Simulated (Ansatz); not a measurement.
```xyz
9

Si    0.1640    0.1506    0.3593
H     0.0160    0.4287    1.8405
N     1.8866    0.1889    0.1291
H     2.2898   -0.0848   -0.7703
H     2.4936   -0.0815    0.9054
N    -0.5403    1.2676   -0.7718
H    -1.5139    1.1368   -1.0539
H    -0.2993    2.2607   -0.7230
H    -0.5781   -1.1375    0.0701
```

Theory: RKS PBE-D4/def2-SVP in Ansatz.

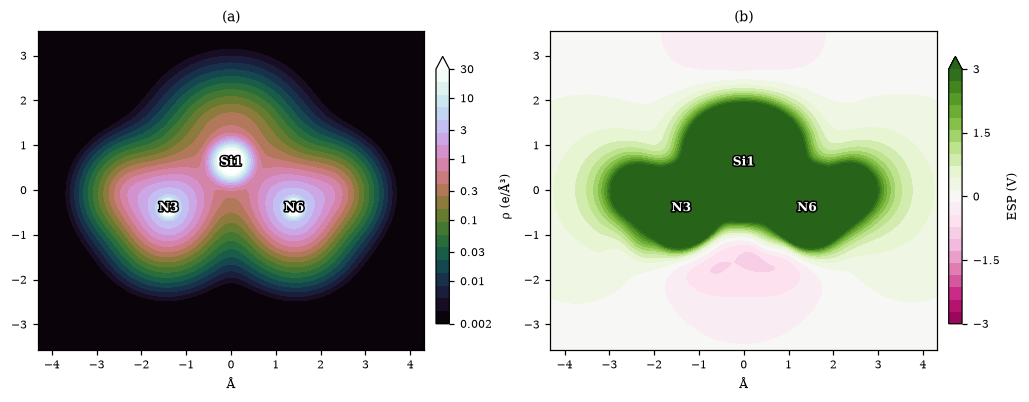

H₆N₂Si. (a) electron density; (b) molecular electrostatic potential on the plane of atoms N3, Si1 and N6.

Q: Read the bonding off the picture.

A: The section cuts through Si and N sites.
Si–N (1.74 Å): ρ at the midpoint is about 1 e/Å³.
Outside the dense part of the molecule the potential is most negative (−0.8 V) near N3 and N6.
